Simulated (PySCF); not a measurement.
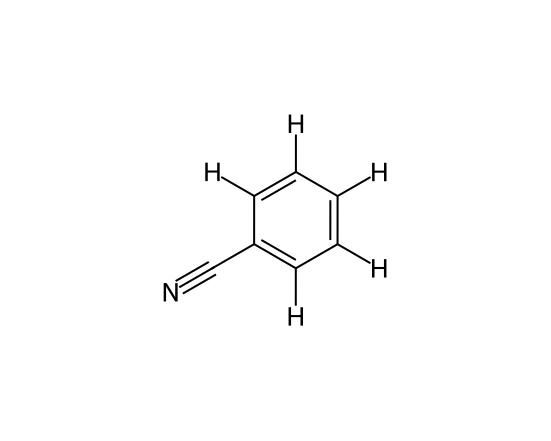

(Drawn from a calculation with PySCF.)

Skeletal drawing of a molecule.

Write the SMILES.

Answer. N#Cc1ccccc1

Give the formula, hydrogens included.

Answer. C7H5N.

An optimisation with PBE0-D3(BJ)/def2-SVP gave a structure of which point group?

Answer. C2v.
